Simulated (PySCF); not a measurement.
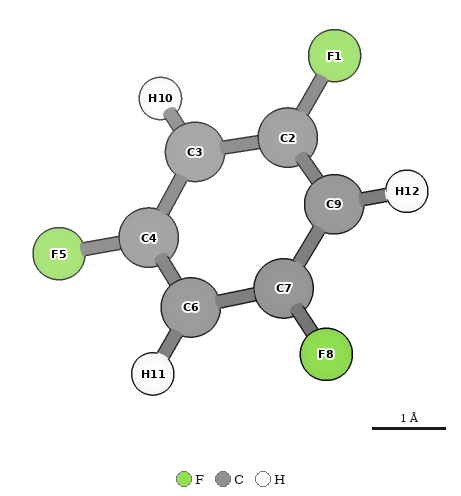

The structure as given in the input (ball-and-stick view, seen at a tilt; atoms are numbered from 1 in the order of the input). Bond lengths as drawn: C–C 1.38 Å, C–F 1.33 Å and C–H 1.08 Å.

**Two runs on C₆H₃F₃**

System: C₆H₃F₃ (1,3,5-trifluorobenzene), SMILES Fc1cc(F)cc(F)c1.
Method of the first run: GIAO wB97X-D/pcSseg-2 NMR shielding, non-relativistic, gas phase (PySCF 2.14.0).

The geometry comes from this level: PBE0-D3(BJ)/def2-TZVP. Text and figures count atoms from 1; the logs count them from 0 in places.

## The input, the first run
```
{"job": {"kind": "nmr", "xc": "wB97X-D", "basis": "pcSseg-2", "pop": false}, "charge": 0, "multiplicity": 1}
F     -0.635325     2.333836    -1.174064
C     -0.318382     1.176908    -0.591852
C      0.883014     0.579892    -0.923123
C      1.179641    -0.617841    -0.301293
F      2.331142    -1.220598    -0.599130
C      0.338433    -1.219808     0.614739
C     -0.846421    -0.568143     0.899125
F     -1.681165    -1.121857     1.778963
C     -1.206787     0.630899     0.314675
H      1.559620     1.028748    -1.636692
H      0.595197    -2.157688     1.086896
H     -2.140640     1.119125     0.555642
```

The first line tells a small driver script what to run in PySCF; the rest is the geometry in Å.

Launched with:
```bash
OMP_NUM_THREADS=1 python <driver script> task.json out
```

Hardware: 1 CPU thread, shared host.

## Output (the first run)
```
coarse grid: 11640 points
cycle   1  E = -529.8827375940  dE =  2.065e+00  |g| = 8.313e-01  |ddm| = 3.255e+00
cycle   2  E = -529.8760218014  dE =  6.716e-03  |g| = 9.374e-01  |ddm| = 1.013e+00
cycle   3  E = -529.9998476991  dE = -1.238e-01  |g| = 9.461e-02  |ddm| = 5.337e-01
cycle   4  E = -530.0011921840  dE = -1.344e-03  |g| = 3.172e-02  |ddm| = 7.043e-02
cycle   5  E = -530.0014116302  dE = -2.194e-04  |g| = 8.460e-03  |ddm| = 3.486e-02
cycle   6  E = -530.0014264682  dE = -1.484e-05  |g| = 1.269e-03  |ddm| = 7.434e-03
cycle   7  E = -530.0014272134  dE = -7.451e-07  |g| = 5.830e-04  |ddm| = 1.901e-03
final grid: 118176 points
cycle   8  E = -530.0047199117  dE = -2.894e-04  |g| = 1.374e-02  |ddm| = 7.035e-02
cycle   9  E = -530.0047094483  dE =  1.046e-05  |g| = 1.660e-02  |ddm| = 1.736e-02
cycle  10  E = -530.0047475123  dE = -3.806e-05  |g| = 5.974e-04  |ddm| = 8.922e-03
cycle  11  E = -530.0047475995  dE = -8.713e-08  |g| = 3.837e-04  |ddm| = 1.198e-03
cycle  12  E = -530.0047476311  dE = -3.160e-08  |g| = 4.656e-05  |ddm| = 3.271e-04
cycle  13  E = -530.0047476325  dE = -1.476e-09  |g| = 1.652e-05  |ddm| = 1.574e-04
cycle  14  E = -530.0047476326  dE = -9.982e-11  |g| = 5.234e-06  |ddm| = 3.854e-05
converged SCF energy = -530.0047476326

GIAO shielding tensors (ppm)
atom      isotropic    diamagn.    paramagn.     s11        s22        s33       span
  0 F      289.210     468.030    -178.820    202.791    291.329    373.511    170.720
  1 C        6.674     251.605    -244.932    -84.387     21.633     82.775    167.162
  2 C       78.221     255.443    -177.222     13.280     62.197    159.186    145.906
  3 C        6.661     251.618    -244.957    -84.442     21.654     82.771    167.214
  4 F      289.229     468.051    -178.822    202.815    291.374    373.498    170.682
  5 C       78.232     255.446    -177.213     13.296     62.198    159.203    145.907
  6 C        6.681     251.606    -244.924    -84.404     21.653     82.795    167.199
  7 F      289.223     468.037    -178.814    202.847    291.273    373.548    170.701
  8 C       78.202     255.458    -177.256     13.208     62.219    159.178    145.970
  9 H       24.849      30.766      -5.917     21.702     25.170     27.677      5.975
 10 H       24.849      30.759      -5.909     21.702     25.170     27.675      5.973
 11 H       24.846      30.778      -5.932     21.701     25.162     27.675      5.973
```

The input of the second run differs as follows (lines with − go, lines with + come):
```diff
+"solvent": "chloroform"
```

What does this change do to the results?

The total energy of the second run is 2.2 kcal/mol lower: the change of the electrostatic solvation energy at this fixed geometry, without cavity or dispersion terms. The HOMO goes from −9.49 to −9.35 eV. The LUMO goes from 1.14 to 1.29 eV. Of all shieldings, the largest change is that of F1, F5 and F8, by +4.8 ppm. The number of SCF iterations is the same.

## Output (the second run)
```
coarse grid: 11640 points
cycle   1  E = -529.8890821585  dE =  2.059e+00  |g| = 8.219e-01  |ddm| = 3.251e+00
cycle   2  E = -529.8886016172  dE =  4.805e-04  |g| = 9.053e-01  |ddm| = 9.176e-01
cycle   3  E = -530.0036107767  dE = -1.150e-01  |g| = 8.898e-02  |ddm| = 4.834e-01
cycle   4  E = -530.0047757868  dE = -1.165e-03  |g| = 3.111e-02  |ddm| = 6.767e-02
cycle   5  E = -530.0049872981  dE = -2.115e-04  |g| = 8.471e-03  |ddm| = 3.517e-02
cycle   6  E = -530.0050027328  dE = -1.543e-05  |g| = 1.298e-03  |ddm| = 7.583e-03
cycle   7  E = -530.0050037284  dE = -9.956e-07  |g| = 5.938e-04  |ddm| = 2.399e-03
final grid: 118176 points
cycle   8  E = -530.0082155843  dE = -2.889e-04  |g| = 1.372e-02  |ddm| = 6.863e-02
cycle   9  E = -530.0082068457  dE =  8.739e-06  |g| = 1.633e-02  |ddm| = 1.693e-02
cycle  10  E = -530.0082432646  dE = -3.642e-05  |g| = 5.538e-04  |ddm| = 8.212e-03
cycle  11  E = -530.0082433529  dE = -8.830e-08  |g| = 3.546e-04  |ddm| = 1.130e-03
cycle  12  E = -530.0082433808  dE = -2.794e-08  |g| = 5.161e-05  |ddm| = 3.177e-04
cycle  13  E = -530.0082433825  dE = -1.629e-09  |g| = 1.259e-05  |ddm| = 1.707e-04
cycle  14  E = -530.0082433825  dE = -6.332e-11  |g| = 4.396e-06  |ddm| = 3.659e-05
converged SCF energy = -530.0082433825

GIAO shielding tensors (ppm)
atom      isotropic    diamagn.    paramagn.     s11        s22        s33       span
  0 F      293.989     468.422    -174.433    210.488    296.493    374.987    164.499
  1 C        7.064     251.713    -244.648    -84.058     23.357     81.894    165.952
  2 C       77.436     255.698    -178.262     12.746     59.385    160.177    147.431
  3 C        7.051     251.726    -244.675    -84.115     23.377     81.890    166.005
  4 F      294.008     468.441    -174.433    210.513    296.540    374.973    164.460
  5 C       77.446     255.702    -178.256     12.761     59.383    160.194    147.433
  6 C        7.072     251.714    -244.642    -84.076     23.376     81.915    165.991
  7 F      293.998     468.428    -174.430    210.536    296.438    375.020    164.484
  8 C       77.416     255.712    -178.296     12.673     59.404    160.170    147.497
  9 H       24.599      30.423      -5.824     21.346     25.038     27.414      6.068
 10 H       24.599      30.416      -5.817     21.347     25.038     27.412      6.065
 11 H       24.596      30.434      -5.838     21.345     25.030     27.411      6.066
```

## The two runs side by side

```csv
quantity,the first run,the second run
outcome,converged,converged
total energy (hartree),−530.004748,−530.008243
HOMO (eV),−9.49,−9.35
LUMO (eV),1.14,1.29
dipole moment (D),0.00,0.00
shielding of F1 (ppm),289.2,294.0
shielding of C2 (ppm),6.7,7.1
shielding of C3 (ppm),78.2,77.4
shielding of F5 (ppm),289.2,294.0
shielding of C6 (ppm),78.2,77.4
shielding of F8 (ppm),289.2,294.0
shielding of C9 (ppm),78.2,77.4
SCF iterations,14,14
basis functions,366,366
wall time (shared host),79 s,79 s
```
